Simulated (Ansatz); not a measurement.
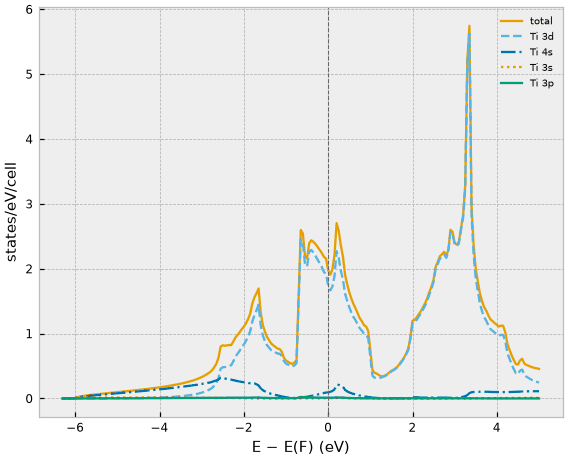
Figure. Total and projected density of states of Ti (bcc (W type), Im-3m), PBEsol in the plane-wave PAW code Ansatz

Which orbitals carry the states next to the Fermi level?

Within 0.5 eV of the Fermi level: Ti 3d 89 %, outside the projected shells 6 %. Projections are on Löwdin-orthogonalised atomic valence shells; empty p or d shells of many metals are not among them.

Where is the tallest occupied peak in this window, and what makes it?

Near -0.6 eV, about 2.6 states/eV per cell; the largest projected share is Ti 3d.

This is a known high-temperature phase of the composition, computed here at zero pressure and temperature. The PBEsol relaxation kept the symmetry of its start. At this level the phase is mechanically unstable. No spin polarisation was allowed.

Potentials: the later of the program's two PAW sets.
